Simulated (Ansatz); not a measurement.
# AlH₂BrO (SMILES [OH][AlH][Br]): one structure at several levels

The atoms stand at a structure displaced at random from a GFN2-xTB minimum. How far do the functionals agree with CCSD(T) there?

The runs use Ansatz 0.2.0, Gaussian basis; single points in def2-TZVPP.

Correlated methods freeze the cores. Filled d shells of the heavier atoms are correlated.

### 1 The system as given

SMILES `[OH][AlH][Br]`, 5 atoms, charge 0, spin multiplicity 1.

Atoms are counted from 1 here; the program's logs count them from 0.

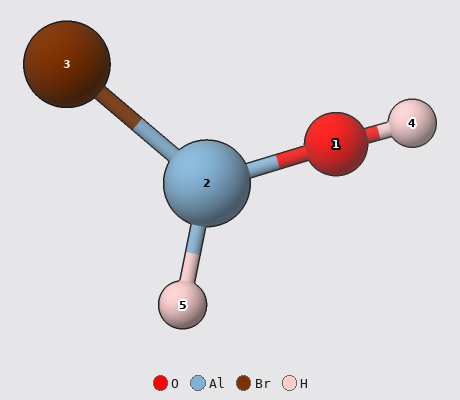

The starting geometry (oxygen red, aluminium light blue, bromine brown, hydrogen pink); atoms are numbered from 1 in the order of the file.

Geometry (Å):

```mol
AlBrH2O
  3D, bonds by distance, orders not assigned

  5  4  0  0  0  0  0  0  0  0999 V2000
   -1.0598   -0.3373   -0.4244 O   0  0
    0.3648    0.2465    0.1536 Al  0  0
    2.1285   -1.0562    0.5892 Br  0  0
   -1.8974   -0.6522   -0.7859 H   0  0
    0.4811    1.7240    0.3879 H   0  0
  1  2  8  0
  1  4  8  0
  2  3  8  0
  2  5  8  0
M  END
```

### 2 CCSD(T)/def2-TZVPP

run/in.yaml

```yaml
crystal:
  periodic: [false, false, false]
  atoms:
    - {symbol: O, position_ang: [-1.059800, -0.337300, -0.424400]}
    - {symbol: Al, position_ang: [0.364800, 0.246500, 0.153600]}
    - {symbol: Br, position_ang: [2.128500, -1.056200, 0.589200]}
    - {symbol: H, position_ang: [-1.897400, -0.652200, -0.785900]}
    - {symbol: H, position_ang: [0.481100, 1.724000, 0.387900]}
basis:
  gaussian: {orbitals: def2-TZVPP}
correlation: {method: ccsd_t}
output: {forces: true}
```

The command line of these runs was not kept.

### 3 PBE0-D4/def2-TZVPP

run/in.yaml: that of step 2 with these lines changed.

```diff
@@ -10,3 +10,3 @@
   gaussian: {orbitals: def2-TZVPP}
-correlation: {method: ccsd_t}
-output: {forces: true}
+hamiltonian: {xc: pbe0, dispersion: d4}
+output: {forces: true, orbitals: {seedname: orbitals}}
```

### 4 wB97M-V/def2-TZVPP

run/in.yaml: that of step 3 with these lines changed.

```diff
@@ -10,3 +10,3 @@
   gaussian: {orbitals: def2-TZVPP}
-hamiltonian: {xc: pbe0, dispersion: d4}
-output: {forces: true, orbitals: {seedname: orbitals}}
+hamiltonian: {xc: {name: wB97M-V}}
+output: {forces: true}
```

### 5 r2SCAN-D4/def2-TZVPP

run/in.yaml: that of step 4 with these lines changed.

```diff
@@ -10,3 +10,3 @@
   gaussian: {orbitals: def2-TZVPP}
-hamiltonian: {xc: {name: wB97M-V}}
+hamiltonian: {xc: r2scan, dispersion: d4}
 output: {forces: true}
```

### 6 PBE-D4/def2-TZVPP

run/in.yaml: that of step 5 with these lines changed.

```diff
@@ -10,3 +10,3 @@
   gaussian: {orbitals: def2-TZVPP}
-hamiltonian: {xc: r2scan, dispersion: d4}
+hamiltonian: {xc: pbe, dispersion: d4}
 output: {forces: true}
```

### 7 r2SCANh-D4/def2-TZVPP

run/in.yaml: that of step 6 with these lines changed.

```diff
@@ -10,3 +10,3 @@
   gaussian: {orbitals: def2-TZVPP}
-hamiltonian: {xc: pbe, dispersion: d4}
+hamiltonian: {xc: {name: r2SCANh}, dispersion: d4}
 output: {forces: true}
```

### 8 LC-wPBE/def2-TZVPP

run/in.yaml: that of step 7 with these lines changed.

```diff
@@ -10,3 +10,3 @@
   gaussian: {orbitals: def2-TZVPP}
-hamiltonian: {xc: {name: r2SCANh}, dispersion: d4}
+hamiltonian: {xc: {name: LC-wPBE}}
 output: {forces: true}
```

(Steps that only read results are left out.)

Before running it: what results should come out? Wanted: energy less free atoms, CCSD(T)/def2-TZVPP; RMS force component; RMS force error; HOMO and LUMO, PBE0-D4; T1 diagnostic.

As calculated:

| quantity | value |
| --- | --- |
| energy less free atoms, CCSD(T)/def2-TZVPP | -371.7 kcal/mol |
| RMS force component | 0.494 to 0.566 eV/Å over the methods |
| RMS force error | PBE0-D4 0.056, wB97M-V 0.050, r2SCAN-D4 0.053, PBE-D4 0.161, r2SCANh-D4 0.063, LC-wPBE 0.080 eV/Å |
| HOMO and LUMO, PBE0-D4 | -8.47 and -0.69 eV |
| T1 diagnostic | 0.009 |

What this shows: Against CCSD(T) the functionals' energies less atoms differ by -11.6 to -1.9 kcal/mol, PBE-D4 by -8.2 kcal/mol. The reference is not at the basis limit: in triple zeta CCSD(T) underbinds, which counts against methods that bind more; the gaps are no ranking. On forces the order runs from wB97M-V to PBE-D4. Frozen-core CCSD(T) forces in triple zeta carry basis errors of their own, and this is one geometry, so small gaps rank nothing.
